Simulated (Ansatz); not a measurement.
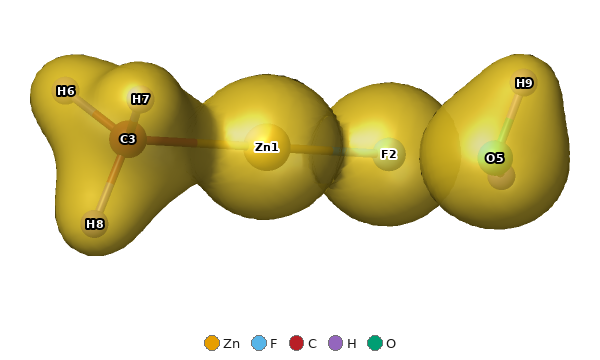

The picture shows: CH3FZn···H2O. Isosurface of the total electron density at 0.5 e/Å³ (yellow), seen from one side.

These are results of RKS PBE0-D4/def2-SVP (Ansatz), not measurements.

Input file:

```
crystal:
  periodic: [false, false, false]
  atoms:
    - { symbol: Zn, position_ang: [-0.2519, -0.0202, -0.0488] }
    - { symbol: F, position_ang: [-0.5718, -2.1195, -0.1643] }
    - { symbol: C, position_ang: [0.3609, 1.2209, 1.3786] }
    - { symbol: H, position_ang: [-0.2775, -1.7562, -1.2751] }
    - { symbol: O, position_ang: [-0.019, -0.8104, -2.0842] }
    - { symbol: H, position_ang: [-0.3742, 1.3027, 2.1681] }
    - { symbol: H, position_ang: [0.559, 2.2068, 0.9803] }
    - { symbol: H, position_ang: [1.2771, 0.8202, 1.7964] }
    - { symbol: H, position_ang: [-0.7025, -0.8443, -2.7509] }
basis:
  gaussian: { orbitals: def2-SVP }
hamiltonian:
  xc: pbe0
  dispersion: d4
relax:
  f_tol: 0.15
  max_steps: 25
  restrain:
    - { distance: [0, 4], at: 3.18, k: 30.0 }
    - { distance: [3, 1], at: 2.18, k: 30.0 }
    - { distance: [0, 1], at: 1.79, k: 30.0 }
    - { distance: [3, 4], at: 0.97, k: 30.0 }
output:
  orbitals: {}
```

Run with:

```sh
ansatz run input.yaml --threads 2 --pin off --max-ram 3072MiB --backend cpu --events-out ev --progress --plain --runs-dir out
```

The fields are those of the run's last geometry, not of the input's.

Question: What does this surface tell about the bonding?

Answer: At this value the surface falls into two separate pieces. It bridges the sampled Zn–F (1.78 Å), C–Zn (1.92 Å) and O–H (0.96 Å) contacts, where the density stays above the isovalue. It is pinched off along the sampled Zn···H (2.90 Å) contacts. On the grid the lowest density along these lines, outside the cores, is 0.07 e/Å³ (Zn···H, 2.90 Å), 0.75 e/Å³ (Zn–F, 1.78 Å), 0.77 e/Å³ (C–Zn, 1.92 Å) and 2.4 e/Å³ (O–H, 0.96 Å).
